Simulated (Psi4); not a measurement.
# SiH4O2 (SMILES O[SiH2]O) at B3LYP/6-31G(d) (Cartesian functions)

What is the vertical ionisation energy of SiH4O2 at B3LYP/6-31G* (Cartesian functions)? Input form: a Python script.

Program for the calculation: Psi4 1.11.

**1. The molecule**

SiH4O2: 7 atoms, total charge 0, spin state singlet. As SMILES, `O[SiH2]O`. The coordinates come from a PBE0-D4/def2-TZVP relaxation. This is one conformer, not always the lowest.

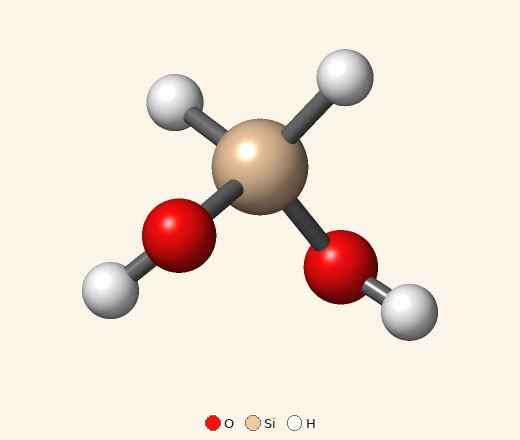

The structure, seen from a chosen angle (oxygen red, silicon light orange, hydrogen white).

**2. The energy at B3LYP/6-31G(d) (Cartesian functions)**

h4o2si.xyz

```xyz
7
H4O2Si
O     -1.385150    -0.243860    -0.354380
Si     0.051410     0.422210     0.079240
O      1.274030    -0.668570     0.183160
H     -1.456660    -0.615580    -1.234790
H      0.526670     1.393040    -0.933360
H     -0.229300     1.048860     1.391580
H      1.219010    -1.336090     0.868560
```

job.py

```python
import psi4

psi4.set_memory(2200000000)
psi4.set_num_threads(1)
psi4.core.set_output_file('run.log', False)

with open('h4o2si.xyz') as f:
    atoms = ''.join(f.readlines()[2:])
geom = psi4.geometry('0 1\n' + atoms + 'symmetry c1\nno_reorient\nno_com')

options = {'reference': 'rks', 'puream': False, 'e_convergence': 1e-09, 'd_convergence': 1e-08, 'scf_type': 'pk', 'dft_radial_points': 99, 'dft_spherical_points': 590}
psi4.set_options(options)

energy_value, wavefunction = psi4.energy("b3lyp/6-31G*", return_wfn=True)
psi4.oeprop(wavefunction, "QUADRUPOLE", "LOWDIN_CHARGES", "MAYER_INDICES", title="B3LYP")
print(f'b3lyp/6-31G* energy: {energy_value:.10f} Eh')
```

Run with:

```console
$ python job.py
```

run.log, shortened:

```text
[...]
  Running in c1 symmetry.
[...]
  Nuclear repulsion =  120.473951977127712
[...]
  Multiplicity = 1
[...]
  Nalpha       = 17
  Nbeta        = 17
[...]
    Number of basis functions: 57
[...]
   @RKS iter   1:  -442.12391294707993   -2.32995e-01   1.55262e-02 ADIIS/DIIS
[...]
   @RKS iter  11:  -442.41561077733485    0.00000e+00   9.91458e-10 DIIS
[...]
    Orbital Energies [Eh]
    ---------------------
    Doubly Occupied:
       1A    -66.163376     2A    -19.151722     3A    -19.151717
       4A     -5.307768     5A     -3.667773     6A     -3.666570
       7A     -3.665367     8A     -1.015019     9A     -0.996463
      10A     -0.579035    11A     -0.525952    12A     -0.426251
      13A     -0.393713    14A     -0.385868    15A     -0.327576
      16A     -0.320549    17A     -0.309589
[...]
  @RKS Final Energy:  -442.41561077733485
   => Energetics <=
    Nuclear Repulsion Energy =            120.4739519771277116
    One-Electron Energy =                -850.7530649796105990
    Two-Electron Energy =                 319.9174350684672845
    DFT Exchange-Correlation Energy =     -32.0539328433192878
    Empirical Dispersion Energy =           0.0000000000000000
    VV10 Nonlocal Energy =                  0.0000000000000000
    Total Energy =                       -442.4156107773348481
[...]
 Multipole Moments:
 ------------------------------------------------------------------------------------
     Multipole            Electronic (a.u.)      Nuclear  (a.u.)        Total (a.u.)
 ------------------------------------------------------------------------------------
 L = 1.  Multiply by 2.5417464519 to convert [e a0] to [Debye]
 Dipole X            :          0.1531164           -0.2069250           -0.0538086
 Dipole Y            :          1.2556100           -1.6974843           -0.4418742
 Dipole Z            :          0.2353737           -0.3182488           -0.0828751
 Magnitude           :                                                    0.4527875
 L = 2.  Multiply by 1.3450342976 to convert [e a0^2] to [Debye ang]
 Quadrupole XX       :       -137.0945080          115.3780659          -21.7164421
 Quadrupole XY       :         14.4528867          -14.4518514            0.0010353
[...]
```

Standard output:

```text
b3lyp/6-31G* energy: -442.4156107773 Eh
```

It took 13 s on 1 thread of Intel Xeon Platinum 8259CL at 2.50GHz (Skylake/Cascade Lake), shared host; peak memory 0.83 GiB.

**3. The doublet cation: energy and gradient at UB3LYP/6-31G(d) (Cartesian functions)**

job.py

```python
import psi4

psi4.set_memory(2200000000)
psi4.set_num_threads(1)
psi4.set_output_file('output.dat', False)

geom = psi4.geometry("""
1 2
O     -2.61755414    -0.46082861    -0.66968114
Si     0.09715082     0.79786127     0.14974190
O      2.40756777    -1.26341420     0.34612224
H     -2.75268846    -1.16327761    -2.33341492
H      0.99526206     2.63246408    -1.76379478
H     -0.43331420     1.98205814     2.62970508
H      2.30359504    -2.52484418     1.64134052
units bohr
symmetry c1
""")

options = {'basis': '6-31G*', 'reference': 'uks', 'puream': False, 'e_convergence': 1e-09, 'd_convergence': 1e-08, 'scf_type': 'pk', 'dft_radial_points': 99, 'dft_spherical_points': 590, 'maxiter': 100}
psi4.set_options(options)

E, wfn = psi4.gradient("b3lyp", return_wfn=True)
psi4.oeprop(wfn, "LOWDIN_CHARGES", "MAYER_INDICES", "WIBERG_LOWDIN_INDICES")
print('gradient / Eh bohr^-1')
print(E.np.round(6))
print(f'energy = {wfn.energy():.10f} Eh')
for k, v in sorted(psi4.core.scalar_variables().items()):
    print(f'{k:45s} {v:18.10f}')
```

Run with:

```console
$ python job.py
```

output.dat, shortened:

```text
[...]
  Running in c1 symmetry.
[...]
  Nuclear repulsion =  120.473952047881767
[...]
  Multiplicity = 2
[...]
  Nalpha       = 17
  Nbeta        = 16
[...]
    Number of basis functions: 57
[...]
   @UKS iter   1:  -441.73024647441571    1.60672e-01   1.46968e-02 DIIS/ADIIS
[...]
   @UKS iter  16:  -442.00696636172052   -2.27374e-12   9.56314e-09 DIIS
[...]
   @S^2 Observed:                7.575313324E-01
[...]
  @UKS Final Energy:  -442.00696636172052
   => Energetics <=
    Nuclear Repulsion Energy =            120.4739520478817667
    One-Electron Energy =                -841.2430565824790847
    Two-Electron Energy =                 310.5049256030217180
    DFT Exchange-Correlation Energy =     -31.7427874301449222
    Empirical Dispersion Energy =           0.0000000000000000
    VV10 Nonlocal Energy =                  0.0000000000000000
    Total Energy =                       -442.0069663617205151
[...]
 Multipole Moments:
 ------------------------------------------------------------------------------------
     Multipole            Electronic (a.u.)      Nuclear  (a.u.)        Total (a.u.)
 ------------------------------------------------------------------------------------
 L = 1.  Multiply by 2.5417464519 to convert [e a0] to [Debye]
 Dipole X            :         -0.0723001            0.0730497            0.0007496
 Dipole Y            :         -0.5931996            0.5995835            0.0063839
 Dipole Z            :         -0.1113005            0.1124927            0.0011922
 Magnitude           :                                                    0.0065374
[...]
  -Total Gradient:
     Atom            X                  Y                   Z
    ------   -----------------  -----------------  -----------------
       1        0.002977731567    -0.015794829296    -0.004670912956
       2        0.000405550483     0.003379882215     0.000633213565
       3       -0.006756552048    -0.015282027842    -0.001147404893
       4        0.005786004089     0.018749372768     0.015638706618
       5        0.003534079251    -0.009719306411     0.007618754389
       6       -0.005355915000    -0.005250032949    -0.010427177236
       7       -0.000592444751     0.023904233701    -0.007647564202
[...]
```

Standard output:

```text
gradient / Eh bohr^-1
[[ 0.002978 -0.015795 -0.004671]
 [ 0.000406  0.00338   0.000633]
 [-0.006757 -0.015282 -0.001147]
 [ 0.005786  0.018749  0.015639]
 [ 0.003534 -0.009719  0.007619]
 [-0.005356 -0.00525  -0.010427]
 [-0.000592  0.023904 -0.007648]]
energy = -442.0069663617 Eh
CURRENT ENERGY                                   -442.0069663617
CURRENT REFERENCE ENERGY                         -442.0069663617
DD SOLVATION ENERGY                                 0.0000000000
DFT FUNCTIONAL TOTAL ENERGY                      -442.0069663617
DFT TOTAL ENERGY                                 -442.0069663617
DFT VV10 ENERGY                                     0.0000000000
DFT XC ENERGY                                     -31.7427874301
GRID ELECTRONS ALPHA                               17.0000000179
GRID ELECTRONS BETA                                16.0000001449
GRID ELECTRONS TOTAL                               33.0000001628
NUCLEAR REPULSION ENERGY                          120.4739520479
ONE-ELECTRON ENERGY                              -841.2430565825
PCM POLARIZATION ENERGY                             0.0000000000
PE ENERGY                                           0.0000000000
SCF ITERATION ENERGY                             -442.0069663617
SCF ITERATIONS                                     16.0000000000
SCF TOTAL ENERGY                                 -442.0069663617
TWO-ELECTRON ENERGY                               310.5049256030
XC GRID RADIAL POINTS                              99.0000000000
XC GRID SPHERICAL POINTS                          590.0000000000
XC GRID TOTAL POINTS                           391065.0000000000
```

Wall time 32 s (1 thread of Intel Xeon Platinum 8259CL at 2.50GHz (Skylake/Cascade Lake), shared host); peak memory 0.83 GiB.

**4. Summary of results**

At B3LYP/6-31G* (Cartesian functions):

| quantity | value |
| --- | --- |
| singlet SiH4O2: total energy | -442.41561 Eh |
| singlet SiH4O2: dipole moment | 1.15 D |
| singlet SiH4O2: HOMO energy | -8.42 eV |
| singlet SiH4O2: LUMO energy | 0.95 eV |
| singlet SiH4O2: HOMO–LUMO gap | 9.38 eV |
| doublet cation: total energy | -442.00697 Eh |
| doublet cation: HOMO energy (highest over α and β) | -15.59 eV |
| doublet cation: LUMO energy (lowest over α and β) | -13.83 eV |
| doublet cation: ⟨S²⟩ | 0.758 |
| doublet cation: largest force on an atom | 1.291 eV/Å |
| vertical ionisation energy (to the doublet cation) | 11.120 eV |

What this shows: Removing an electron at fixed nuclei costs 11.12 eV (1073 kJ/mol). The negative HOMO energy of the first species, 8.42 eV, lies 2.70 eV below that difference.
